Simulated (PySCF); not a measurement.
# C3H8AlNO: NMR shielding calculation

- system: C3H8AlNO
- method: GIAO KT3/pcSseg-1 NMR shielding, non-relativistic, gas phase (PySCF 2.14.0)

The geometry comes from this level: PBE0-D3(BJ)/def2-SVP. Figures and captions count atoms from 1; the log counts them from 0 in places.

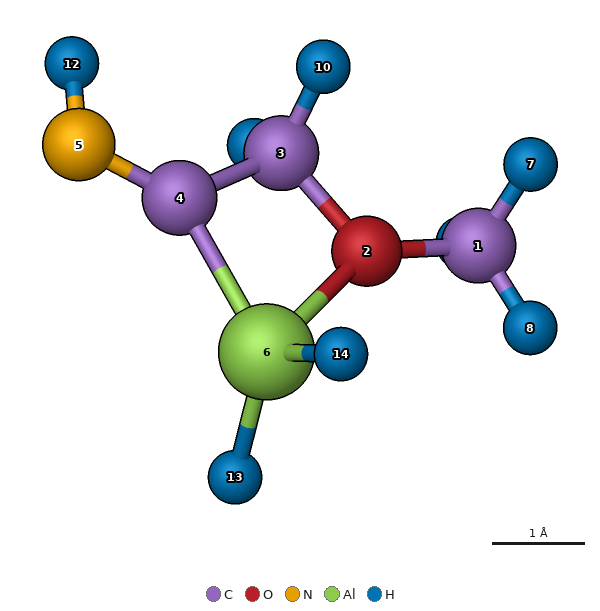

*The structure as given in the input (ball-and-stick view, seen at a tilt; atoms are numbered from 1 in the order of the input). Sticks mark near contacts.*

### Results in brief

| quantity | value |
| --- | --- |
| outcome | converged |
| total energy | −497.227175 hartree |
| HOMO | −5.28 eV |
| LUMO | −1.33 eV |
| dipole moment | 5.57 D |
| isotropic shielding, C | −15.4 to 124.2 ppm |
| isotropic shielding, O | 305.4 ppm |
| isotropic shielding, N | −95.6 ppm |
| isotropic shielding, Al | 405.0 ppm |
| isotropic shielding, H | 20.7 to 27.9 ppm |
| hardware | 1 CPU thread, shared host |
| wall time | 19 s |
| peak memory | 0.8 GiB |

### Input
```
{"job": {"kind": "nmr", "xc": "KT3", "basis": "pcSseg-1", "pop": false}, "charge": 0, "multiplicity": 1}
C     -2.376600    -1.249656     0.159303
O     -1.054729    -0.916711    -0.189664
C     -0.015763    -1.886076     0.018677
C      1.189392    -1.093561    -0.474046
N      2.394168    -1.493830    -0.519635
Al     0.132975     0.566860    -0.924341
H     -2.446664    -1.477584     1.235637
H     -3.008189    -0.382631    -0.070608
H     -2.723021    -2.118700    -0.423666
H      0.036732    -2.152617     1.090811
H     -0.226304    -2.794046    -0.576638
H      2.488869    -2.460982    -0.171060
H     -0.328099     0.824682    -2.431139
H      0.071441     1.763905     0.130959
```

The first line tells a small driver script what to run in PySCF; the rest is the geometry in Å.

Launch command:
```bash
OMP_NUM_THREADS=1 python <driver script> task.json out
```

### Log
```
coarse grid: 11992 points
cycle   1  E = -497.0898770676  dE =  4.717e-01  |g| = 6.457e-01  |ddm| = 3.281e+00
cycle   2  E = -496.8837952920  dE =  2.061e-01  |g| = 1.167e+00  |ddm| = 1.966e+00
cycle   3  E = -497.1714779485  dE = -2.877e-01  |g| = 2.114e-01  |ddm| = 1.358e+00
cycle   4  E = -497.1798588939  dE = -8.381e-03  |g| = 1.117e-01  |ddm| = 2.252e-01
cycle   5  E = -497.1827136219  dE = -2.855e-03  |g| = 3.057e-02  |ddm| = 1.059e-01
cycle   6  E = -497.1828962166  dE = -1.826e-04  |g| = 8.001e-03  |ddm| = 3.317e-02
cycle   7  E = -497.1829135111  dE = -1.729e-05  |g| = 1.620e-03  |ddm| = 1.152e-02
cycle   8  E = -497.1829142180  dE = -7.069e-07  |g| = 4.552e-04  |ddm| = 2.169e-03
final grid: 110696 points
cycle   9  E = -497.2271076359  dE = -1.852e-04  |g| = 2.123e-02  |ddm| = 4.944e-02
cycle  10  E = -497.2269414830  dE =  1.662e-04  |g| = 3.650e-02  |ddm| = 3.527e-02
cycle  11  E = -497.2271716903  dE = -2.302e-04  |g| = 4.345e-03  |ddm| = 2.562e-02
cycle  12  E = -497.2271747141  dE = -3.024e-06  |g| = 9.963e-04  |ddm| = 4.061e-03
cycle  13  E = -497.2271749267  dE = -2.126e-07  |g| = 4.348e-04  |ddm| = 1.053e-03
cycle  14  E = -497.2271749700  dE = -4.335e-08  |g| = 1.290e-04  |ddm| = 4.573e-04
cycle  15  E = -497.2271749740  dE = -3.918e-09  |g| = 2.434e-05  |ddm| = 1.592e-04
cycle  16  E = -497.2271749741  dE = -1.712e-10  |g| = 4.412e-06  |ddm| = 4.364e-05
```

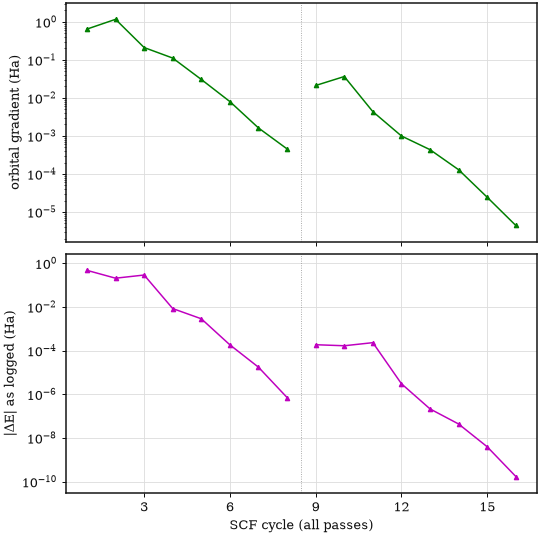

*Convergence of the self-consistent field: orbital gradient and size of the energy change against the SCF cycle. The dotted line marks the change from a coarse to the final integration grid.*

The first 8 cycles use a coarse grid, the final grid takes over at cycle 9, and the field converges after 16 cycles in all.

```
converged SCF energy = -497.2271749741

GIAO shielding tensors (ppm)
atom      isotropic    diamagn.    paramagn.     s11        s22        s33       span
  0 C      124.180     241.540    -117.360     95.147     97.406    179.987     84.840
  1 O      305.379     406.667    -101.287    251.020    317.888    347.230     96.209
  2 C       94.669     251.238    -156.569     50.044     83.855    150.107    100.063
  3 C      -15.428     258.088    -273.516    -98.505    -48.358    100.579    199.084
  4 N      -95.552     318.321    -413.874   -398.200   -113.106    224.649    622.849
  5 Al     405.030     797.229    -392.199    364.714    395.993    454.383     89.669
  6 H       27.871      28.256      -0.386     24.459     25.568     33.584      9.125
  7 H       27.552      28.735      -1.183     23.956     25.607     33.094      9.138
  8 H       27.865      26.851       1.014     24.443     25.552     33.600      9.157
  9 H       27.249      31.505      -4.256     25.065     25.550     31.131      6.065
 10 H       27.255      29.972      -2.717     25.044     25.569     31.152      6.108
 11 H       20.681      30.655      -9.975     12.197     24.556     25.289     13.092
 12 H       26.689      29.465      -2.776     23.968     25.592     30.507      6.539
 13 H       26.689      29.965      -3.276     23.969     25.611     30.485      6.516
```

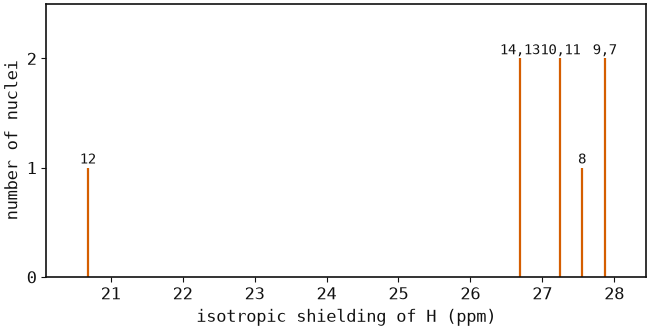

*Isotropic shieldings of the hydrogen nuclei in this fixed geometry, labelled by atom number; shielding grows to the right, so chemical shift grows to the left.*

The least shielded is H12 (20.7 ppm), the most shielded H7 (27.9 ppm).
